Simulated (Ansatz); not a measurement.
**Run report: C2H7ClGe, geometry relaxation (part 1 of 2)**

The run: geometry relaxation of C2H7ClGe. Method and program: RKS B3LYP-D4/def2-SVP (Ansatz 0.2.0).

The input holds or restrains some coordinates. It belongs to a series of runs on one base structure; here: pulled along the bonds that form and break, towards end B.

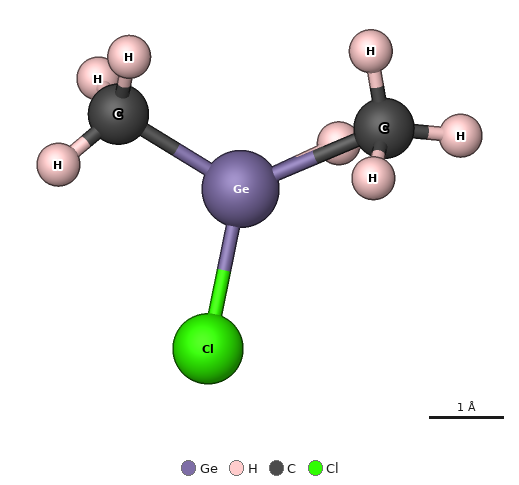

*The starting structure (ball-and-stick view, seen on its broad side). Sticks mark near contacts.*

**Input file**
```yaml
crystal:
  periodic: [false, false, false]
  atoms:
    - { symbol: Ge, position_ang: [0.0, 0.0, 0.0] }
    - { symbol: H, position_ang: [0.8769, 0.0, 1.5144] }
    - { symbol: C, position_ang: [2.0813, 0.0, 0.578] }
    - { symbol: H, position_ang: [2.429, -1.0463, 0.4498] }
    - { symbol: H, position_ang: [2.1298, 0.5276, -0.3974] }
    - { symbol: H, position_ang: [2.7332, 0.5187, 1.3114] }
    - { symbol: Cl, position_ang: [-1.0456, 1.8115, -0.7393] }
    - { symbol: C, position_ang: [-0.9232, -1.5994, -0.6527] }
    - { symbol: H, position_ang: [-1.4228, -2.1111, 0.1962] }
    - { symbol: H, position_ang: [-1.6833, -1.3066, -1.4068] }
    - { symbol: H, position_ang: [-0.1873, -2.288, -1.1178] }
basis:
  gaussian: { orbitals: def2-SVP }
hamiltonian:
  xc: b3lyp
  dispersion: d4
relax:
  f_tol: 0.15
  max_steps: 25
  restrain:
    - { distance: [1, 2], at: 1.11, k: 30.0 }
    - { distance: [0, 1], at: 2.75, k: 30.0 }
    - { distance: [0, 2], at: 3.16, k: 30.0 }
output:
  orbitals: {}
```

Machine: 4 threads of Arm Neoverse V2, 24 GiB of memory available, shared host.

Command:
```bash
ansatz run input.yaml --threads 4 --pin off --max-ram 5120MiB --backend cpu --events-out ev --progress --plain --runs-dir out
```

**The program's output**
```
The last accepted step is kept in [file] (removed where the run ends without a failure and the disk answers)
Engine: ansatz 0.2.0, aarch64-unknown-linux-gnu
Functional definition: B3LYP
  parameter a0 = 0.2
  parameter ax = 0.72
  parameter ac = 0.81
  exchange = (1 - a0 - ax)*slater_x + ax*b88_x + a0*exact_x
  correlation = (1 - ac)*vwn_rpa_c + ac*lyp_c
1218 factors; integrals over basis functions are off by at most 3.7e-4 eV
mean field evaluation 1: about -71203.5155 eV, gradient 6.6e1 eV
mean field evaluation 2: about -71190.5918 eV, gradient 9.1e1 eV
mean field evaluation 4: about -71214.4903 eV, gradient 1.1e1 eV
mean field evaluation 8: about -71214.8755 eV, gradient 2.5e-1 eV
mean field evaluation 16: about -71214.8758 eV, gradient 1.6e-4 eV
mean field -71214.87579192 eV, -2617.0984141764 hartree, gradient 3.4e-5 eV, S^2 0.000000; 0 other end points of the search recorded, 0 dependent functions left out
the calculation of the forces begins
reference -71214.87605260 eV, -2617.0984237564 hartree; 34, 34 occupied and 79, 79 virtual orbitals, 1218 factors
relax step   1: F+E_penalty+E_count = -71215.22096701 eV  Δ(F+E_penalty+E_count) = +0.000e0 eV  max|allowed force component| = 3.625e0 eV/Å  E_restraint = 32.58987587 eV  max|allowed force component, restraints' pulls added| = 4.442e1 eV/Å  Δτ_max = 0.0000 Å  (29 SCF iters, accepted)
  distance H 1 - C 2 = 1.5256 Å
  distance Ge 0 - H 1 = 1.7500 Å
  distance Ge 0 - C 2 = 2.1601 Å
these checks for a lower state are left out or cut short: starts, cluster_reference, orbital_swaps, neighbouring_geometries, increment
1218 factors; integrals over basis functions are off by at most 3.7e-4 eV
mean field -71213.94725097 eV, -2617.0642909258 hartree, gradient 8.4e-6 eV, S^2 0.000000; 0 other end points of the search recorded, 0 dependent functions left out
[... from here on the field's lines of each further geometry are left out, up to the last ...]
relax step   2: F+E_penalty+E_count = -71214.31816104 eV  Δ(F+E_penalty+E_count) = +9.028e-1 eV  max|allowed force component| = 4.894e0 eV/Å  E_restraint = 18.53450174 eV  max|allowed force component, restraints' pulls added| = 3.258e1 eV/Å  Δτ_max = 0.1949 Å  (42 SCF iters, accepted)
relax step   3: F+E_penalty+E_count = -71214.66118580 eV  Δ(F+E_penalty+E_count) = -3.430e-1 eV  max|allowed force component| = 4.819e0 eV/Å  E_restraint = 8.22549505 eV  max|allowed force component, restraints' pulls added| = 2.063e1 eV/Å  Δτ_max = 0.1948 Å  (46 SCF iters, accepted)
relax step   4: F+E_penalty+E_count = -71215.40191499 eV  Δ(F+E_penalty+E_count) = -7.407e-1 eV  max|allowed force component| = 5.982e0 eV/Å  E_restraint = 1.54512267 eV  max|allowed force component, restraints' pulls added| = 7.693e0 eV/Å  Δτ_max = 0.1950 Å  (31 SCF iters, accepted)
relax step   5: F+E_penalty+E_count = -71217.32106017 eV  Δ(F+E_penalty+E_count) = -1.919e0 eV  max|allowed force component| = 4.658e0 eV/Å  E_restraint = 0.09683313 eV  max|allowed force component, restraints' pulls added| = 3.447e0 eV/Å  Δτ_max = 0.1947 Å  (35 SCF iters, accepted)
relax step   6: F+E_penalty+E_count = -71218.38074842 eV  Δ(F+E_penalty+E_count) = -1.060e0 eV  max|allowed force component| = 2.643e0 eV/Å  E_restraint = 0.00596768 eV  max|allowed force component, restraints' pulls added| = 2.846e0 eV/Å  Δτ_max = 0.1950 Å  (30 SCF iters, accepted)
relax step   7: F+E_penalty+E_count = -71219.01434405 eV  Δ(F+E_penalty+E_count) = -6.336e-1 eV  max|allowed force component| = 9.251e-1 eV/Å  E_restraint = 0.05749505 eV  max|allowed force component, restraints' pulls added| = 2.763e0 eV/Å  Δτ_max = 0.1965 Å  (30 SCF iters, accepted)
relax step   8: F+E_penalty+E_count = -71219.27891073 eV  Δ(F+E_penalty+E_count) = -2.646e-1 eV  max|allowed force component| = 7.616e-1 eV/Å  E_restraint = 0.01887349 eV  max|allowed force component, restraints' pulls added| = 1.526e0 eV/Å  Δτ_max = 0.1991 Å  (29 SCF iters, accepted)
relax step   9: F+E_penalty+E_count = -71219.41095949 eV  Δ(F+E_penalty+E_count) = -1.320e-1 eV  max|allowed force component| = 3.628e-1 eV/Å  E_restraint = 0.00487293 eV  max|allowed force component, restraints' pulls added| = 6.054e-1 eV/Å  Δτ_max = 0.1855 Å  (29 SCF iters, accepted)
relax step  10: F+E_penalty+E_count = -71219.48228278 eV  Δ(F+E_penalty+E_count) = -7.132e-2 eV  max|allowed force component| = 4.135e-1 eV/Å  E_restraint = 0.00886690 eV  max|allowed force component, restraints' pulls added| = 5.422e-1 eV/Å  Δτ_max = 0.1934 Å  (29 SCF iters, accepted)
relax step  11: F+E_penalty+E_count = -71219.50405311 eV  Δ(F+E_penalty+E_count) = -2.177e-2 eV  max|allowed force component| = 3.182e-1 eV/Å  E_restraint = 0.00254144 eV  max|allowed force component, restraints' pulls added| = 2.131e-1 eV/Å  Δτ_max = 0.0857 Å  (29 SCF iters, accepted)
relax step  12: F+E_penalty+E_count = -71219.52061832 eV  Δ(F+E_penalty+E_count) = -1.657e-2 eV  max|allowed force component| = 2.824e-1 eV/Å  E_restraint = 0.00064406 eV  max|allowed force component, restraints' pulls added| = 3.093e-1 eV/Å  Δτ_max = 0.1815 Å  (30 SCF iters, accepted)
relax step  13: F+E_penalty+E_count = -71219.53089555 eV  Δ(F+E_penalty+E_count) = -1.028e-2 eV  max|allowed force component| = 2.060e-1 eV/Å  E_restraint = 0.00048909 eV  max|allowed force component, restraints' pulls added| = 2.060e-1 eV/Å  Δτ_max = 0.1090 Å  (29 SCF iters, accepted)
the calculation of the forces begins
reference -71219.16985175 eV, -2617.2562179648 hartree; 34, 34 occupied and 79, 79 virtual orbitals, 1218 factors
relax step  14: F+E_penalty+E_count = -71219.53840566 eV  Δ(F+E_penalty+E_count) = -7.510e-3 eV  max|allowed force component| = 1.486e-1 eV/Å  E_restraint = 0.00100701 eV  max|allowed force component, restraints' pulls added| = 1.486e-1 eV/Å  Δτ_max = 0.1694 Å  (28 SCF iters, accepted)
  distance H 1 - C 2 = 1.1047 Å
  distance Ge 0 - H 1 = 2.7509 Å
  distance Ge 0 - C 2 = 3.1662 Å
1218 factors; integrals over basis functions are off by at most 4.2e-4 eV
mean field evaluation 128: about -71219.1696 eV, gradient 4.5e-3 eV
```

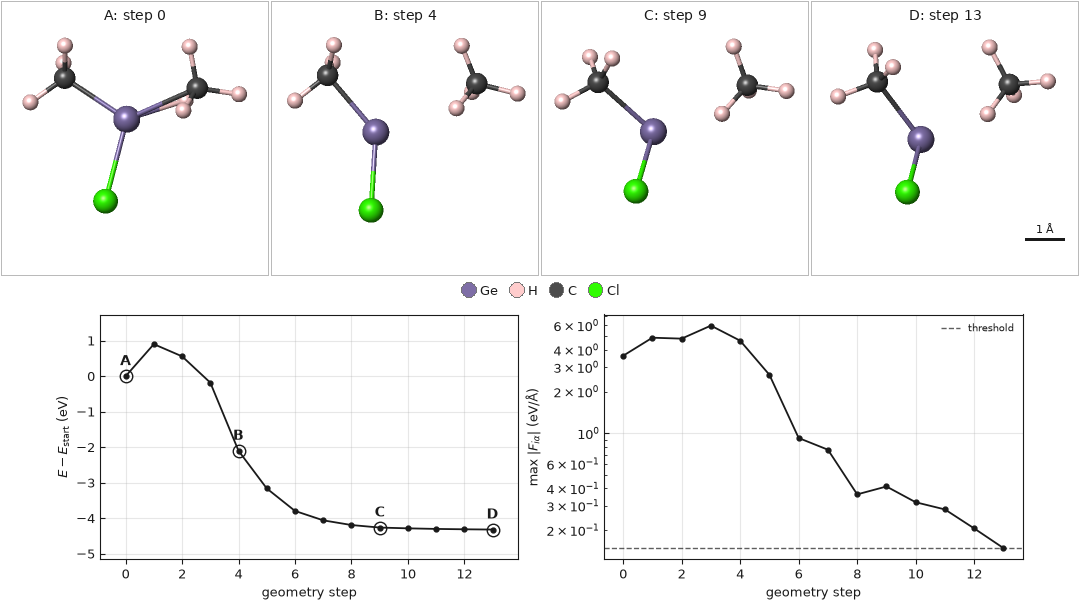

*Frames of the restrained relaxation (ball-and-stick view, seen at a tilt) above the curves, on which the letters mark them (the first geometry is step 0 here and step 1 in the log).*

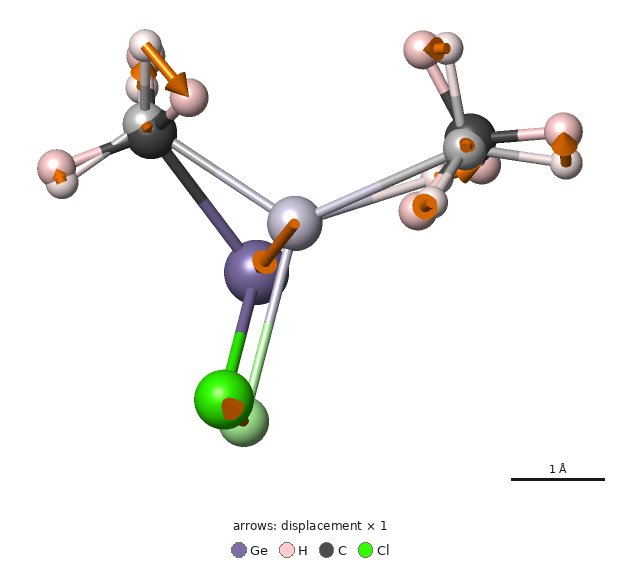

*Start (faint) and end (solid) with the displacements as orange arrows, at true length (ball-and-stick view, seen at a tilt). The two geometries are laid on each other by the best rigid fit.*

Over 13 geometry steps the energy falls by 4.317 eV. Largest force component: 3.6 eV/Å at the start, 0.15 eV/Å at the end. The atom that moves furthest after the best rigid fit is Ge1 (1.17 Å). Largest moves by element: Ge 1.17 Å, H 0.76 Å, Cl 0.65 Å, C 0.17 Å. Among the contacts that change: Ge1–C3 2.160 → 3.166 Å, Ge1–H2 1.750 → 2.751 Å, H2–C3 1.526 → 1.105 Å, Ge1–C8 1.959 → 2.014 Å. New bonds form: H2–C3 (1.53 → 1.10 Å). Bonds break: Ge1–C3 (2.16 → 3.17 Å), Ge1–H2 (1.75 → 2.75 Å). Among the angles that change: Cl7–Ge1–C8 109.5° → 95.8°. (Atoms are counted from 1 in the order of the input.)

```
mean field -71219.16960288 eV, -2617.2562088189 hartree, gradient 1.1e-5 eV, S^2 0.000000; 1 other end points of the search recorded, 0 dependent functions left out
the calculation of the forces begins
reference -71219.16985175 eV, -2617.2562179648 hartree; 34, 34 occupied and 79, 79 virtual orbitals, 1218 factors
Total energy: -71219.53865454 eV, -2617.2697712171 hartree
Atom 0 at    -1.065961     0.200648     0.458933 Å, force    -0.131642    -0.055929    -0.045772 eV/Å
Atom 1 at     1.426585     0.060050     1.614288 Å, force     0.024642    -0.013421    -0.083531 eV/Å
Atom 2 at     2.075634    -0.082872     0.731912 Å, force     0.137582     0.013832     0.098433 eV/Å
Atom 3 at     2.105185    -1.147881     0.463657 Å, force    -0.004991     0.008052    -0.006638 eV/Å
Atom 4 at     1.713680     0.512636    -0.118354 Å, force     0.022909    -0.014635     0.025324 eV/Å
Atom 5 at     3.088069     0.256306     1.000903 Å, force    -0.043491    -0.004903    -0.020539 eV/Å
Atom 6 at    -0.785015     1.601134    -1.260449 Å, force     0.006624     0.024144    -0.014904 eV/Å
Atom 7 at    -0.912439    -1.488734    -0.626056 Å, force    -0.080543    -0.101579     0.016263 eV/Å
Atom 8 at    -1.086899    -2.383915     0.003043 Å, force     0.026303     0.147722    -0.115696 eV/Å
Atom 9 at    -1.659972    -1.460881    -1.445493 Å, force     0.144011    -0.015333     0.148632 eV/Å
Atom 10 at     0.089134    -1.560090    -1.086584 Å, force    -0.101405     0.012050    -0.001570 eV/Å
Dipole moment:     0.083895    -0.382842     0.247665 e Å
```

**Trajectory as extended XYZ (Å, eV, eV/Å), 14 frames, from step=1 to step=14**
```
11
Properties=species:S:1:pos:R:3:forces:R:3 step=1 energy=-71215.22097
Ge    0.0000    0.0000    0.0000   -0.4859   0.1346   3.6249
H     0.8769    0.0000    1.5144   -2.9712   0.2286  -0.3469
C     2.0813    0.0000    0.5780    1.6279  -0.3152  -3.5288
H     2.4290   -1.0463    0.4498   -0.0766   0.3657  -0.1546
H     2.1298    0.5276   -0.3974    1.7250  -0.0268   0.2963
H     2.7332    0.5187    1.3114   -1.1396   0.1435   0.2367
Cl   -1.0456    1.8115   -0.7393    0.7655  -0.1840   0.0397
C    -0.9232   -1.5994   -0.6527    0.3212  -0.8076  -0.2158
H    -1.4228   -2.1111    0.1962    0.2030   0.2476  -0.2918
H    -1.6833   -1.3066   -1.4068    0.3732   0.1164   0.2768
H    -0.1873   -2.2880   -1.1178   -0.3425   0.0970   0.0636
11
Properties=species:S:1:pos:R:3:forces:R:3 step=2 energy=-71214.31816
Ge   -0.1645    0.0028   -0.1046    0.9537   0.6714   4.8944
H     0.9750    0.0014    1.5732   -1.5555   0.1374  -2.0311
C     2.1390   -0.0013    0.6163   -0.6912  -0.6692  -3.2342
H     2.4315   -1.0471    0.4504    0.1416   0.0984   0.1144
H     2.1404    0.5252   -0.3894    0.7575  -0.2505   1.0257
H     2.7354    0.5242    1.3210    0.3406   0.8036   1.0313
Cl   -1.0472    1.8185   -0.7433    0.1630   1.0513  -0.7100
C    -0.9288   -1.6118   -0.6587   -0.0814  -1.7771  -0.8187
H    -1.4222   -2.1103    0.1953    0.1413   0.1478  -0.2302
H    -1.6824   -1.3069   -1.4064    0.1181  -0.1273   0.0460
H    -0.1880   -2.2883   -1.1181   -0.2877  -0.0858  -0.0877
11
Properties=species:S:1:pos:R:3:forces:R:3 step=3 energy=-71214.66119
Ge   -0.3390    0.0123   -0.1907    2.0261   0.0467   4.8192
H     1.1014    0.0013    1.5913    3.1793  -0.0979  -3.5157
C     2.1825   -0.0072    0.6755   -2.8649  -0.6107   0.5184
H     2.4337   -1.0476    0.4543    0.4266  -0.2288   0.5306
H     2.1391    0.5202   -0.3730   -0.7045  -0.4609   2.1648
H     2.7475    0.5341    1.3347    3.2072   1.2711   1.4622
Cl   -1.0501    1.8352   -0.7539   -2.5073   3.8459  -2.6779
C    -0.9337   -1.6304   -0.6682   -2.3575  -2.5991  -2.7964
H    -1.4215   -2.1103    0.1938    0.0665   0.1061   0.0897
H    -1.6831   -1.3102   -1.4077   -0.5654  -1.0745  -0.4494
H    -0.1888   -2.2909   -1.1203    0.0939  -0.1979  -0.1455
```
